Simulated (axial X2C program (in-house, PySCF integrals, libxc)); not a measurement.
# Relativistic diatomic calculation, with input and output: RuP⁻

System: RuP⁻. The reference is closed-shell RuP⁻; the roots are vertical excitation energies. The distance is the PBE0 minimum at charge −1.
Method: EOM-EE-CCSD, two-component X2C with atomic mean-field Coulomb and Gaunt terms, Ru dyall-acv3z, P dyall-av3z (cores contracted) (axial X2C program (in-house, PySCF integrals, libxc)).

### Results in brief

| quantity | value |
| --- | --- |
| outcome | converged |
| HF energy of the reference RuP⁻ | −4867.61177 hartree |
| MP2 energy of the reference RuP⁻ | −4868.11650 hartree |
| CCSD energy of the reference RuP⁻ (with the MP2 share of the virtual spinors left out of the coupled-cluster step) | −4868.11826 hartree |
| CCSD(T) energy of the reference RuP⁻ | −4868.14395 hartree |
| T1 diagnostic (spinor form; for a closed shell √2 times the usual value) | 0.209 |
| hardware | 1 thread of Arm Neoverse N1, 98 GiB of memory available, shared host |
| wall time | 3 min |
| peak memory | 0.87 GiB |

### The input
```
{"zs": [44, 15], "q": -1, "bas": ["dyall-acv3z", "dyall-av3z"], "r0": 2.16, "eom": "ee", "thr": -2.0, "nmax": 88}
```

The line is the task of a batch: nuclear charges, charge, bases, a first guess of the distance and further settings. This report covers the levels named above. The log is that of the reference distance 2.091 Å.

Launched within a batch (the task file carries these settings):
```bash
python <driver script> task.json out
```

### Output
```
two-component X2C + atomic mean field  HF
basis functions 221  fitting functions 1065  grid points 5079
iter        total energy     max residual
   1      -4867.551155827     3.41e-01
   2      -4867.582668388     2.03e-02
   3      -4867.566201648     3.69e-02
   4      -4867.594775504     3.95e-03
   5      -4867.598091993     3.34e-03
   6      -4867.600466793     3.48e-03
   7      -4867.602455758     3.56e-03
   8      -4867.603774120     3.55e-03
   9      -4867.605298052     3.40e-03
  10      -4867.607771045     2.87e-03
  11      -4867.610690546     1.27e-03
  12      -4867.610281824     1.81e-03
  13      -4867.611128309     1.05e-03
  14      -4867.611323830     8.82e-04
  15      -4867.611590256     4.98e-04
  16      -4867.611747185     2.02e-04
  17      -4867.611759628     1.35e-04
  18      -4867.611766887     6.66e-05
  19      -4867.611769629     9.28e-05
  20      -4867.611771796     4.15e-05
  21      -4867.611773200     2.69e-05
  22      -4867.611773601     1.30e-05
  23      -4867.611773711     9.41e-06
  24      -4867.611773720     8.52e-06
  25      -4867.611773732     1.22e-05
  26      -4867.611773736     3.83e-06
  27      -4867.611773737     3.10e-06
  28      -4867.611773739     3.17e-06
  29      -4867.611773739     2.16e-06
  30      -4867.611773740     1.03e-06
converged
one-electron -7058.15963499  Coulomb 2180.90598901  exact exchange -155.10071065  xc functional 0.00000000  nuclear repulsion 167.02867490  atomic mean-field constant -2.28609201
correlated 14  virtual 306  natural virtual 88  E(MP2) -0.504726255  MP2 remainder -0.089806017
iter   CCSD correlation   residual
   1     -0.361927801   3.66e-01
   2     -0.391104314   2.27e-01
   3     -0.403069441   1.02e-01
   4     -0.408620936   7.05e-02
   5     -0.413080156   5.02e-02
   6     -0.414895520   3.19e-02
   7     -0.415544686   2.47e-02
   8     -0.416112308   1.94e-02
   9     -0.416737255   1.60e-02
  10     -0.416470773   1.26e-02
  11     -0.416973713   9.04e-03
  12     -0.416901466   5.78e-03
  13     -0.416836675   3.51e-03
  14     -0.416824112   2.34e-03
  15     -0.416750208   1.50e-03
  16     -0.416723284   9.68e-04
  17     -0.416709012   7.05e-04
  18     -0.416694660   5.28e-04
  19     -0.416696768   4.21e-04
  20     -0.416695328   3.43e-04
  21     -0.416691850   2.75e-04
  22     -0.416693131   2.36e-04
  23     -0.416688422   1.99e-04
  24     -0.416686895   1.63e-04
  25     -0.416686341   1.24e-04
  26     -0.416683988   9.47e-05
  27     -0.416683869   6.88e-05
  28     -0.416683104   5.27e-05
  29     -0.416682345   4.02e-05
  30     -0.416682400   3.26e-05
  31     -0.416681925   2.50e-05
  32     -0.416681931   1.98e-05
(T) -0.025688684639392934  T1 0.2092  D1 0.4833  max T2 0.082
EOM-EE-CCSD roots
2*Omega      energy/Eh   energy/eV  one-particle weight
    0       0.00666740      0.1814      0.940
    0       0.02479707      0.6748      0.916
    0       0.02700659      0.7349      0.923
    0       0.03827212      1.0414      0.893
    0       0.04306567      1.1719      0.921
    2       0.00908588      0.2472      0.926
    2       0.02956930      0.8046      0.901
    2       0.03078569      0.8377      0.928
    2       0.03844697      1.0462      0.916
    4       0.01769437      0.4815      0.868
    4       0.02009104      0.5467      0.856
    4       0.03870600      1.0532      0.887
    6       0.01873658      0.5098      0.914
```

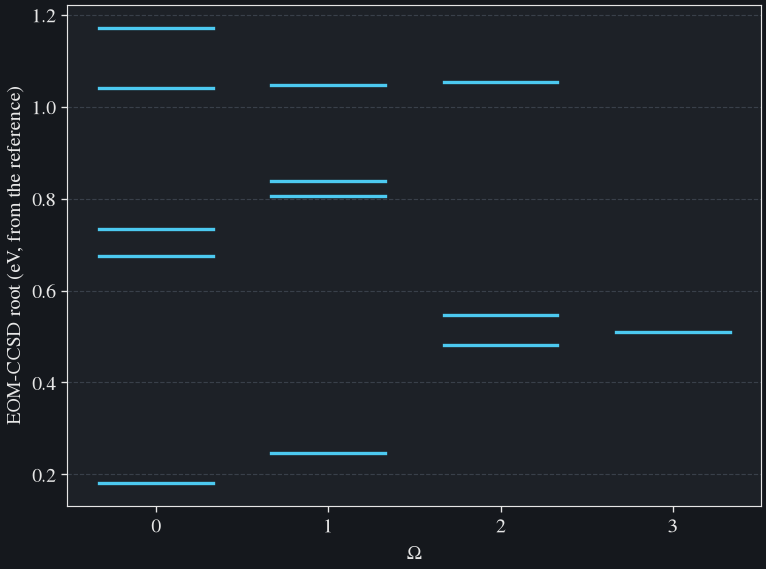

Fig. 1: EOM-CCSD roots by Ω at 2.09 Å. The lowest has Ω = 0 and lies at 0.181 eV, with one-particle weight 0.94.
